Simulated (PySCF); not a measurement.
# C4H7BrN2Si: electronic excitations

Wanted: the electronic excitations of C4H7BrN2Si (`Cc1cncn1[SiH2]Br`), by calculation.

Programs: PySCF 2.14.0, with density-fitted response routines of our own. Each step states its level of theory. These are calculated values for one molecule in the gas phase, unless marked as measured. Atoms count from 0, in the outputs and in this text.

### Step 1. The molecule as given

15 atoms, charge 0, multiplicity 1; geometry from: GFN2-xTB.

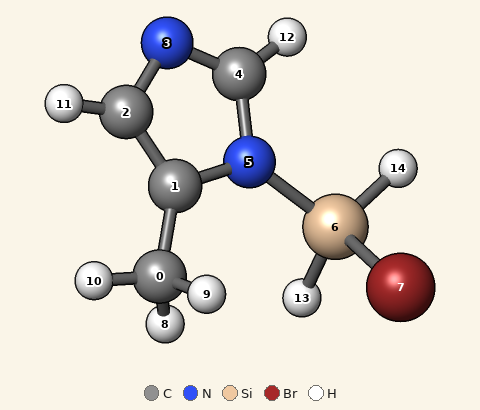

As it starts; carbon grey, nitrogen blue, silicon light orange, bromine red, hydrogen white, atoms numbered.

### Step 2. Excited states and response: PBE0/def2-SVPD

Job settings and geometry (Å):

```
{"job": {"kind": "uv", "xc": "PBE0", "basis": "def2-SVPD", "nstates": 8, "ntriplets": 3}, "charge": 0, "multiplicity": 1}
C     -0.848871     1.570081     0.439010
C     -0.827466     0.133483     0.068677
C     -1.842009    -0.744032    -0.160354
N     -1.342480    -1.973227    -0.489675
C     -0.059942    -1.845430    -0.463160
N      0.347056    -0.576761    -0.127780
Si     1.991935    -0.061238     0.082884
Br     2.402394     1.614490    -1.294102
H     -0.242760     1.758330     1.325883
H     -0.467294     2.190202    -0.373285
H     -1.872556     1.869445     0.647676
H     -2.898864    -0.576175    -0.111950
H      0.642037    -2.626145    -0.677102
H      2.182296     0.446058     1.431024
H      2.832109    -1.171092    -0.319657
```

Level: TDDFT PBE0/def2-SVPD, vertical, gas phase, core orbitals frozen in the response.

On the command line:

```sh
$ OMP_NUM_THREADS=1 python probes_run.py task.json out
```

One launch serves the whole session: the jobs run in the order shown.

What it wrote:

```text
coarse grid: 62008 points
cycle   1  E = -3128.4979758873  dE =  2.661e-01  |g| = 4.366e-01  |ddm| = 6.810e+00
cycle   2  E = -3128.4283673198  dE =  6.961e-02  |g| = 6.915e-01  |ddm| = 2.825e+00
cycle   3  E = -3128.5470339563  dE = -1.187e-01  |g| = 1.322e-01  |ddm| = 1.957e+00
cycle   4  E = -3128.5505020322  dE = -3.468e-03  |g| = 4.532e-02  |ddm| = 2.510e-01
cycle   5  E = -3128.5509411473  dE = -4.391e-04  |g| = 1.335e-02  |ddm| = 8.637e-02
cycle   6  E = -3128.5509748729  dE = -3.373e-05  |g| = 5.024e-03  |ddm| = 2.801e-02
cycle   7  E = -3128.5509807817  dE = -5.909e-06  |g| = 8.518e-04  |ddm| = 8.254e-03
final grid: 129424 points
cycle   8  E = -3128.5510277176  dE =  1.154e-07  |g| = 1.289e-03  |ddm| = 1.183e-02
cycle   9  E = -3128.5510270470  dE =  6.706e-07  |g| = 2.082e-03  |ddm| = 5.496e-03
cycle  10  E = -3128.5510281280  dE = -1.081e-06  |g| = 1.321e-04  |ddm| = 3.361e-03
cycle  11  E = -3128.5510281319  dE = -3.872e-09  |g| = 1.608e-05  |ddm| = 2.342e-04
cycle  12  E = -3128.5510281319  dE = -4.502e-11  |g| = 8.857e-06  |ddm| = 5.438e-05
converged SCF energy = -3128.5510281319

Static polarisability (au): isotropic 102.546, principal 79.967 104.626 123.045

Singlet excitations
state   eV       nm        f      main configurations
  1   5.2163    237.7   0.02208   H->L 0.97
  2   5.7264    216.5   0.00254   H->L+1 0.98
  3   6.0698    204.3   0.00461   H-1->L 0.71, H-1->L+2 0.18
  4   6.0880    203.7   0.05797   H->L+2 0.89
  5   6.2805    197.4   0.06330   H->L+3 0.89
  6   6.5893    188.2   0.01412   H->L+4 0.52, H-2->L 0.28
  7   6.6266    187.1   0.01368   H->L+4 0.38, H-2->L 0.27, H->L+5 0.20
  8   6.7413    183.9   0.00163   H-1->L+2 0.52, H-1->L 0.24, H-1->L+3 0.14

Triplet excitations (Tamm-Dancoff, eV): 4.1293 5.2920 5.5649
```

Wall time 84 s (1 thread of Arm Neoverse V1, shared host); peak memory 0.99 GiB.

Frontier orbitals and where they lie:

```
orbital     eV                         atoms
 HOMO−3  -8.82            Br7 80 %, Si6 10 %
 HOMO−2  -8.36     N5 30 %, N3 29 %, C2 12 %
 HOMO−1  -7.84      N3 66 %, C2 10 %, C4 9 %
   HOMO  -6.68     C1 27 %, C2 23 %, C4 20 %
   LUMO  -0.57   Br7 32 %, Si6 29 %, H13 8 %
 LUMO+1   0.07  Si6 39 %, H14 13 %, H13 12 %
 LUMO+2   0.24    Si6 21 %, C4 12 %, N5 12 %
```

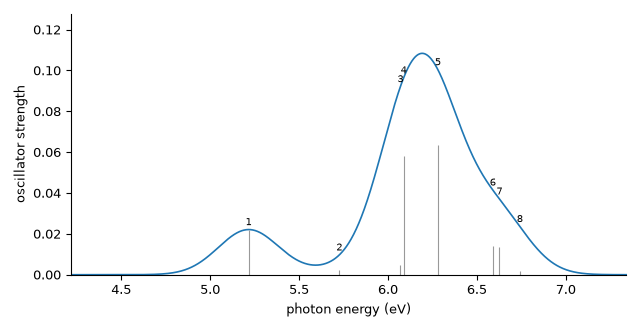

Absorption spectrum from the 8 singlet states computed; above the last one it falls off for lack of states. Lines are broadened to a width of 0.40 eV (Gaussian).

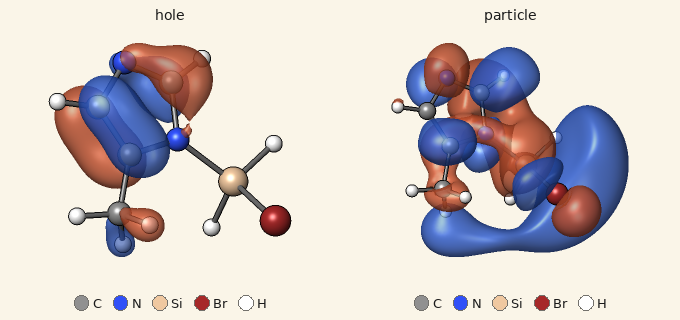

Leading natural transition orbitals of singlet state 5: the electron leaves the hole (left) for the particle orbital (right).

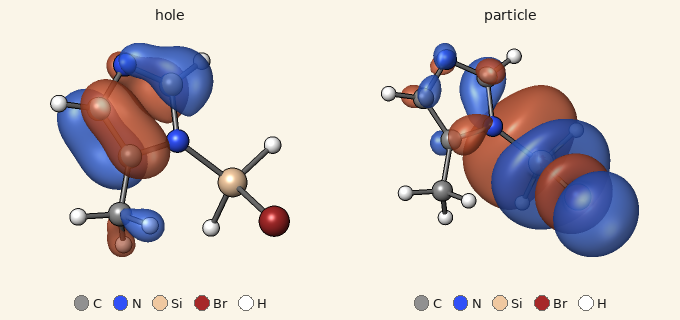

Leading natural transition orbitals of singlet state 1: the electron leaves the hole (left) for the particle orbital (right).

Further results of this job:

```
           property  computed
  dipole moment (D)      2.80
polarisability (Å³)     15.20
 HOMO–LUMO gap (eV)      6.11
      −ε(HOMO) (eV)      6.68
```

Orbitals, density, ELF and potential are computed afterwards from the orbital file.

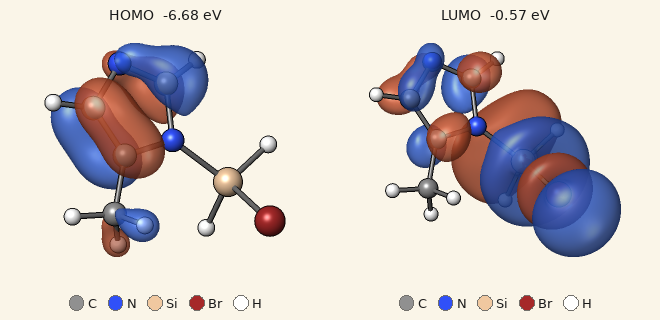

PBE0/def2-SVPD orbitals near the gap, drawn at the value that encloses 70 % of each; the two colours are the two signs.

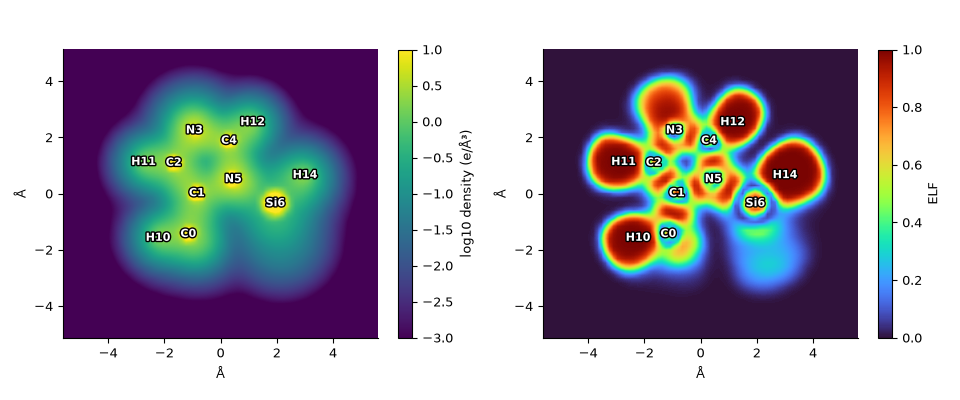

Density (left) and ELF (right) in a plane through or near 11 of the atoms.

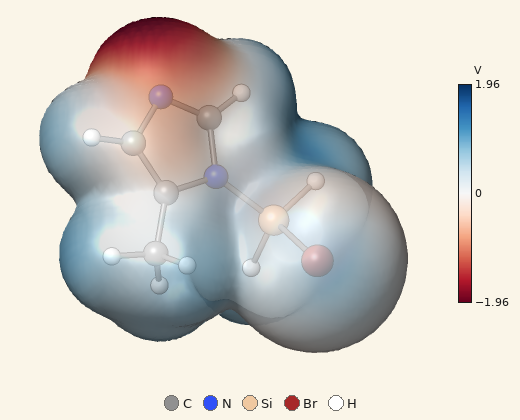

Electrostatic potential on the surface of density 0.002 e/bohr³; red is low, blue high. It runs from -1.96 V near N3 to 1.58 V near H14.

### Step 3. What came out

| quantity | value |
| --- | --- |
| lowest singlet (PBE0/def2-SVPD) | 5.22 eV (238 nm), f = 0.022 |
| brightest single state of those computed | state 5, 6.28 eV, f = 0.063 |
| lowest triplet | 4.13 eV |
| surface potential, least and greatest | -1.96 V and 1.58 V |

**Reading.** The lowest singlet, at 5.22 eV, is HOMO→LUMO 0.97 and is weak; of the 8 states computed, the strongest absorption comes from state 5 at 6.28 eV. The lowest triplet lies 1.09 eV below the lowest singlet (triplets in Tamm-Dancoff, singlets in full TDDFT). By nearest atom (PBE0/def2-SVPD), the HOMO sits on C1, C2 about 27 % each; C4 21 % and the LUMO on Br7 27 %; Si6 22 %.
